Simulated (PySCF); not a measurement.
C2H10BNSi2 (SMILES BN([SiH3])[SiH2]C=C)

Input file:

```
{"job": {"kind": "nmr", "xc": "PBE0", "basis": "pcSseg-1"}, "charge": 0, "multiplicity": 1}
B     -1.863780     1.320065    -0.941954
N     -1.125074     0.368850    -0.218976
Si    -1.700635    -1.289258    -0.108373
Si     0.394535     0.777088     0.575544
C      1.708520    -0.447666     0.006519
C      3.006900    -0.191924    -0.031099
H     -2.872881     1.007746    -1.452536
H     -1.471227     2.420953    -1.028568
H     -3.157472    -1.280756    -0.000494
H     -1.106544    -1.872329     1.098024
H     -1.261474    -2.021189    -1.302764
H      0.168529     0.655328     2.025120
H      0.764071     2.144813     0.219922
H      1.371396    -1.433130    -0.296608
H      3.399136     0.769655     0.258525
H      3.738402    -0.919302    -0.350829
```

Command:

```sh
OMP_NUM_THREADS=1 python probes_run.py task.json out
```

Geometry: GFN2-xTB.

Computed with PBE0/pcSseg-1, SCF density, gas phase, non-relativistic (PySCF 2.14.0).

**What can the converged electron density and electron localisation function tell about the bonding?**

C–C (1.32 Å): the density is about 2.3 e/Å³ at the midpoint; the ELF peaks at about 0.95 between the atoms (a multiple bond).
C–Si (1.88 Å): ρ at the midpoint is about 0.95 e/Å³; the ELF peaks at about 0.95 between the atoms: a covalent bond.
C–H (1.08 Å): the density is about 2 e/Å³ at the midpoint; the ELF climbs to about 1 towards the hydrogen, as it does in any bond to H: a covalent bond by its length.

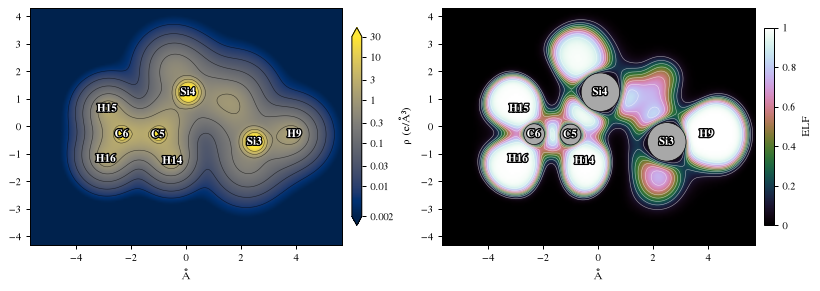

Computed electron density and electron localisation function on the plane of atoms H15, C6 and H16, in this order. Grey discs cover the atomic cores in the ELF map. 
